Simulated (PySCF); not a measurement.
# C2H6ClSi (doublet): what the fields show

```xyz
10

C     1.6023   -0.0411   -0.0250
Si   -0.0846    0.4662   -0.7511
C    -1.5266   -0.4756    0.0643
Cl   -0.3562    2.4780   -0.4126
H     1.6289    0.1644    1.0442
H     1.7911   -1.1003   -0.1664
H     2.4167    0.5088   -0.4866
H    -1.5552   -0.2706    1.1339
H    -1.4244   -1.5477   -0.0692
H    -2.4831   -0.1774   -0.3540
```

Geometry: GFN2-xTB.

Theory: UKS B3LYP, pcH-1 on C Cl H Si, non-relativistic, mean-field spin-orbit, GIAO (PySCF 2.14.0, density-fitted response routines).

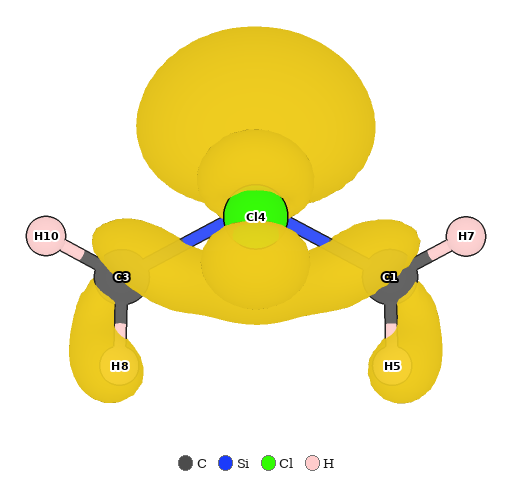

Figure 1. Isosurfaces of the spin density at +0.015 (yellow) and −0.015 e/Å³ (cyan), seen from one side.

Where is the unpaired spin?

Answer. The unpaired spin (1 electron) lies mostly on Si2 (about 0.7) and Cl4 (about 0.1), in electrons by Hirshfeld's partition. Only one sign reaches the isovalue.

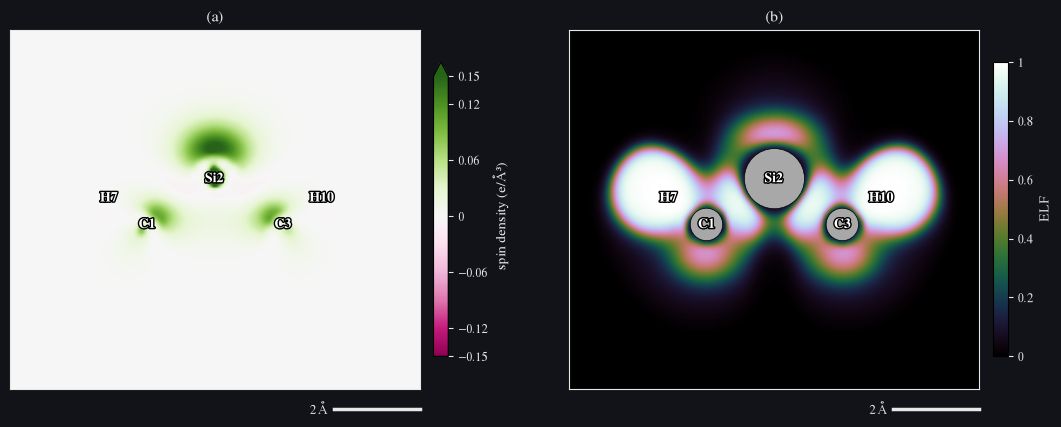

Figure 2. (a) spin density; (b) electron localisation function on the plane of atoms Si2, C1 and H7. Grey discs cover the atomic cores in the ELF map.

What does the map show?

Answer. Atoms in the plane: C, Si and H. C–Si (1.91 Å): the ELF peaks at about 0.95 between the atoms, as expected for a covalent bond. C–H (1.09 Å): the ELF climbs to about 1 towards the hydrogen, as it does in any bond to H; an ordinary covalent bond to hydrogen.

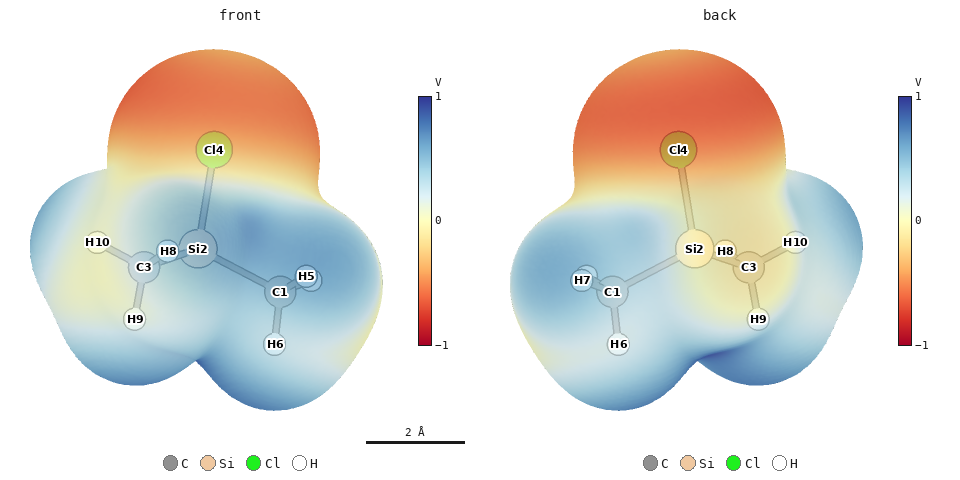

Figure 3. The electrostatic potential painted on the density surface at 0.001 e/bohr³, seen from the front and from behind; the colour scale runs from red (negative) to blue (positive).

Where is the surface potential most negative and most positive?

Answer. The most negative region (about −0.7 V) lies over Cl4, the most positive (about +0.9 V) over Si2.
